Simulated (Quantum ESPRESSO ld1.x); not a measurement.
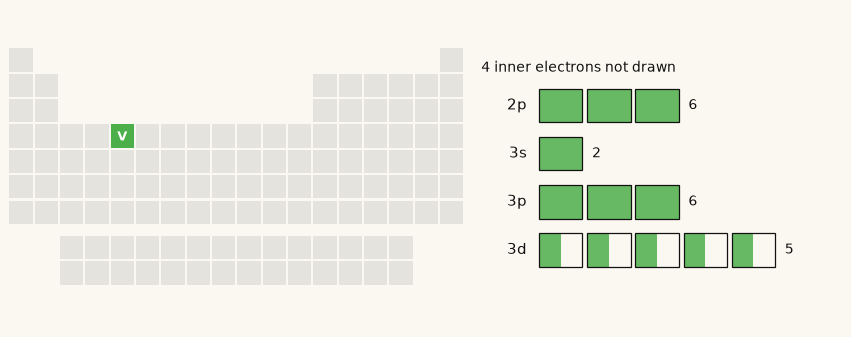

*Left, the place of vanadium in the periodic table; right, the outer shells as the input fills them: a box for each of the 2l + 1 orbitals, shaded by the share of the shell that is filled, with the electron count at the right.*

# Atomic calculation for V

The neutral vanadium atom in the configuration [Ar] 3d5 (3d3/2: 4, 3d5/2: 1). Computed at this level: Dirac Kohn-Sham, PBE, spin-unpolarised, spherical densities, point nucleus (Quantum ESPRESSO ld1.x 7.5).

**The input**
```
 &input
    zed=23.0,
    iswitch=1,
    rel=2,
    dft='PBE',
    config='[Ar] 3d5',
    rel_dist='energy',
    verbosity='high',
    lsmall=.true.,
    prefix='ld1',
    max_out_wfc=37,
    file_charge='ld1.rho',
 /
```

Hardware: 1 CPU thread, shared host.

Command:
```bash
OMP_NUM_THREADS=1 ld1.x < ld1.in > ld1.out
```

**The program's output**
```
     Program LD1 v.7.5 starts

 state nlj           3           2   1.5000000000000000       not converged
 state nlj           3           2   2.5000000000000000       not converged
     --------------------------- All-electron run ----------------------------

     dirac relativistic calculation

     atomic number is 23.00
     dft =PBE   lsd =0 sic =0 latt =0  beta=0.20 tr2=1.0E-14
     Exchange-correlation= PBE
                           (   1   4   3   4   0   0   0)
     mesh =1969 r(mesh) = 100.33412 a.u. xmin = -8.00 dx = 0.00800
     1 Ry =  13.60569312 eV, c = 137.03599908

     n l j   nl                  e(Ry)          e(Ha)          e(eV)
     Spin orbit split results
     1 0 0.5 1S 1( 2.00)    -393.836366425    -196.918183212  -5358.4167423
     2 0 0.5 2S 1( 2.00)     -43.823514890     -21.911757445   -596.2492952
     2 1 0.5 2P 1( 2.00)     -36.867399853     -18.433699927   -501.6065286
     2 1 1.5 2P 1( 4.00)     -36.345121160     -18.172560580   -494.5005650
     3 0 0.5 3S 1( 2.00)      -4.751109630      -2.375554815    -64.6421396
     3 1 0.5 3P 1( 2.00)      -2.883407377      -1.441703688    -39.2307559
     3 1 1.5 3P 1( 4.00)      -2.824119236      -1.412059618    -38.4240997
     3 2 1.5 3D 1( 4.00)      -0.087320395      -0.043660198     -1.1880545
     3 2 2.5 3D 1( 1.00)      -0.083887228      -0.041943614     -1.1413439
     Averaged results
     1 0     1S 1( 2.00)    -393.836366425    -196.918183212  -5358.4167423
     2 0     2S 1( 2.00)     -43.823514890     -21.911757445   -596.2492952
     2 1     2P 1( 6.00)     -36.519214058     -18.259607029   -496.8692196
     3 0     3S 1( 2.00)      -4.751109630      -2.375554815    -64.6421396
     3 1     3P 1( 6.00)      -2.843881949      -1.421940975    -38.6929851
     3 2     3D 1( 5.00)      -0.085260495      -0.042630248     -1.1600281

     final scf error:  1.8E-15 reached in  34 iterations

     Etot =   -1897.853992 Ry,    -948.926996 Ha,  -25821.619001 eV

     Ekin =    1918.185286 Ry,     959.092643 Ha,   26098.240353 eV
     Encl =   -4528.577327 Ry,   -2264.288663 Ha,  -61614.433389 eV
     Eh   =     803.266516 Ry,     401.633258 Ha,   10928.997707 eV
     Exc  =     -90.728466 Ry,     -45.364233 Ha,   -1234.423672 eV

     normalization and overlap integrals

     s(1S/1S) =  1.000000  <r> =   0.0664  <r2> =    0.0059  r(max) =   0.0435
     LC norm =  0.99319725 + SC norm =  0.00680275 =  1.00000000
     s(1S/2S) =  0.000000
     s(1S/3S) = -0.000000
     s(2S/2S) =  1.000000  <r> =   0.3080  <r2> =    0.1122  r(max) =   0.2547
     LC norm =  0.99879807 + SC norm =  0.00120193 =  1.00000000
     s(2S/3S) =  0.000000
     s(2P/2P) =  1.000000  <r> =   0.2721  <r2> =    0.0913  r(max) =   0.2069
     LC norm =  0.99881833 + SC norm =  0.00118167 =  1.00000000
     s(2P/3P) =  0.000000
     s(2P/2P) =  1.000000  <r> =   0.2749  <r2> =    0.0931  r(max) =   0.2086
     LC norm =  0.99883168 + SC norm =  0.00116832 =  1.00000000
     s(2P/3P) = -0.000000
     s(3S/3S) =  1.000000  <r> =   0.9570  <r2> =    1.0591  r(max) =   0.8191
     LC norm =  0.99975303 + SC norm =  0.00024697 =  1.00000000
     s(3P/3P) =  1.000000  <r> =   1.0276  <r2> =    1.2505  r(max) =   0.8458
     LC norm =  0.99978826 + SC norm =  0.00021174 =  1.00000000
     s(3P/3P) =  1.000000  <r> =   1.0367  <r2> =    1.2728  r(max) =   0.8526
     LC norm =  0.99979123 + SC norm =  0.00020877 =  1.00000000
     s(3D/3D) =  1.000000  <r> =   2.0330  <r2> =    6.5976  r(max) =   0.9310
     LC norm =  0.99991077 + SC norm =  0.00008923 =  1.00000000
     s(3D/3D) =  1.000000  <r> =   2.0603  <r2> =    6.8054  r(max) =   0.9385
     LC norm =  0.99991192 + SC norm =  0.00008808 =  1.00000000

     LC charge = 22.97475652 + SC charge =  0.02524348 = 23.00000000

     ------------------------ End of All-electron run ------------------------
```

**Slater integrals of the outer shells (hartree)**

```
       integral   value
F0(3d5/2,3d5/2)  0.4943
F2(3d5/2,3d5/2)  0.2032
F4(3d5/2,3d5/2)  0.1225
F0(3d5/2,3d3/2)  0.4970
F2(3d5/2,3d3/2)  0.2046
F4(3d5/2,3d3/2)  0.1233
G0(3d5/2,3d3/2)  0.4968
G2(3d5/2,3d3/2)  0.2045
G4(3d5/2,3d3/2)  0.1233
F0(3d5/2,3p3/2)  0.6349
F2(3d5/2,3p3/2)  0.2705
G1(3d5/2,3p3/2)  0.3318
G3(3d5/2,3p3/2)  0.1960
F0(3d5/2,3p1/2)  0.6369
F2(3d5/2,3p1/2)  0.2709
G1(3d5/2,3p1/2)  0.3321
G3(3d5/2,3p1/2)  0.1961
F0(3d3/2,3d3/2)  0.4997
F2(3d3/2,3d3/2)  0.2059
F4(3d3/2,3d3/2)  0.1242
```

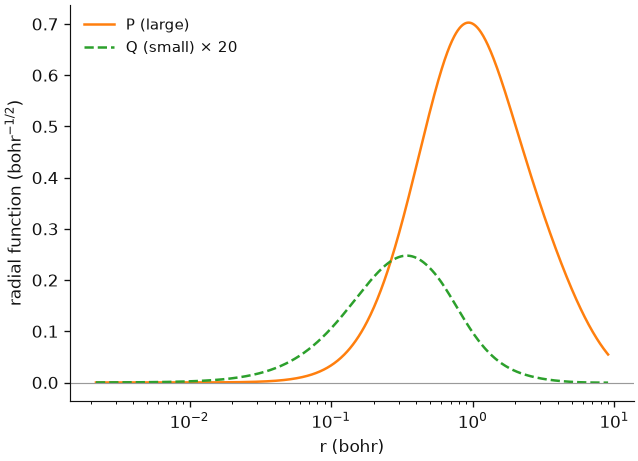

*The large and small radial components of the 3d3/2 spinor.*

The spinor has κ = 2: the large component has l = 2 and 0 radial nodes, the small one has l = 1. The small component carries 0.0089 % of the norm; ⟨r⟩ = 2.03 bohr and the eigenvalue is −1.19 eV.

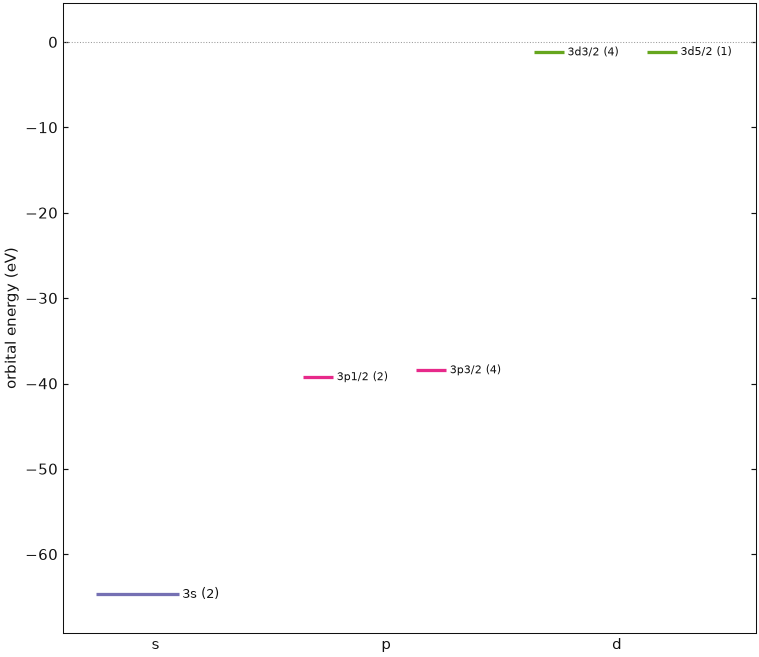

*The outer levels are drawn by angular momentum (occupations in brackets, the lower j at the left of each column).*

The highest occupied level is 3d5/2 at −1.14 eV. From the top down the occupied levels run 3d5/2 (−1.14 eV), 3d3/2 (−1.19 eV), 3p3/2 (−38.4 eV), 3p1/2 (−39.2 eV), 3s (−64.6 eV). Spin-orbit splittings: 3d 0.0467 eV, 3p 0.807 eV.

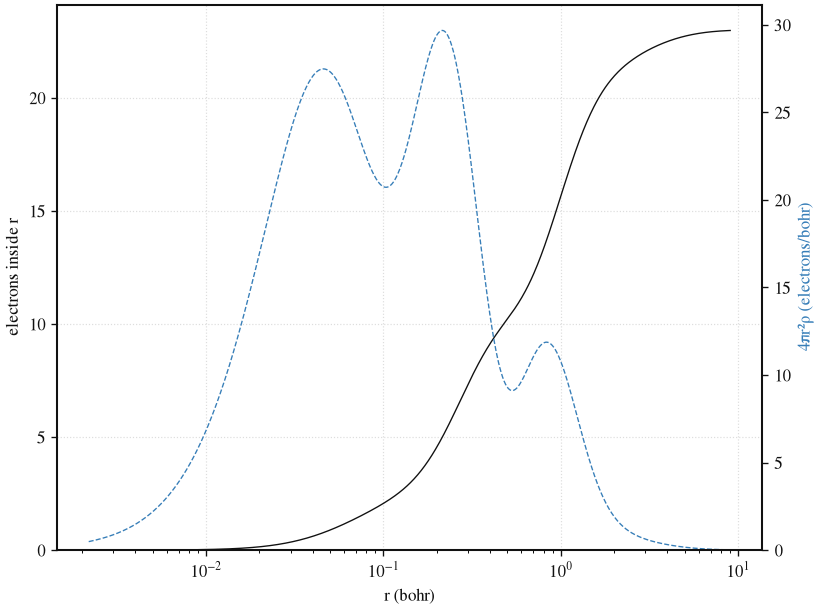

*The number of electrons inside radius r (solid) and the radial density 4πr²ρ (dashed).*

The count levels off at 23 electrons. Half of them lie within 0.637 bohr, 90 % within 1.88 bohr and 99 % within 5.32 bohr. The radial density has minima at 0.103 and 0.532 bohr, where the count stands at 2.1 and 10.5; these part the shells that the density resolves.

**Results in brief**

| quantity | value |
| --- | --- |
| outcome | converged |
| total energy | −948.926996 hartree |
| kinetic energy | 959.092643 hartree |
| electron–nucleus energy | −2264.2887 hartree |
| Hartree energy | 401.633258 hartree |
| exchange–correlation energy | −45.364233 hartree |
| radius at density 0.001 e/bohr³ | 4.40 bohr |
| SCF iterations | 34 |
| wall time | 0.78 s |
